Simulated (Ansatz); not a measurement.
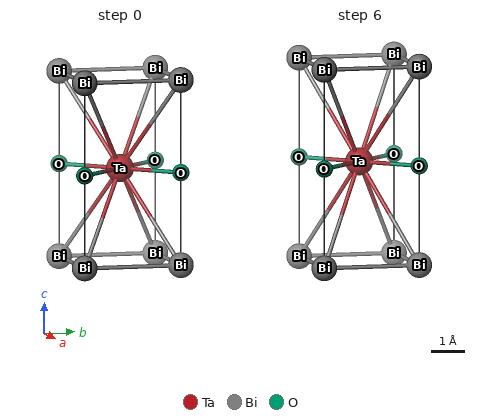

The structure of solid TaBiO (a generated structure, set up in P4/mmm) (coarse preliminary run) before (left) and after (right) a relaxation, at one scale.

The picture is a ball-and-stick view of the cell of the calculation, seen slightly off an axis.

Theory: DFT PBE, scalar-relativistic, plane waves, PAW in Ansatz 0.2.0. Settings: plane-wave cutoff 420 eV; k-point mesh 6 × 6 × 4; occupations gaussian; smearing width 0.1 eV; no spin polarisation; cell and atoms relaxed; force threshold 0.04 eV/Å; at most 70 steps.

> Describe what moved and what it gained.

The atoms keep their places relative to the cell (all moves are under 0.005 Å). The drawn cell changes as follows: a = b 3.070 → 3.030 Å (−1.3 %), c 5.760 → 6.173 Å (+7.2 %); the volume changes by +4.3 %. Near-neighbour distances that change, for instance: Bi–Ta 3.607 → 3.757 Å, Ta–Ta 3.070 → 3.030 Å, Bi–Bi 3.070 → 3.030 Å, O–Ta 2.171 → 2.142 Å. The space group stays P4/mmm (No. 123). Over 4 accepted moves (6 points after the start) the energy falls by 29.4 meV per atom. All forces vanish by symmetry, so only the cell relaxes. The pressure goes from −0.46 to 0.02 GPa. The SCF was repeated twice at an unchanged geometry on a basis and grid sized afresh for the cell, which shifted the energy by 3.0 meV per atom at most.
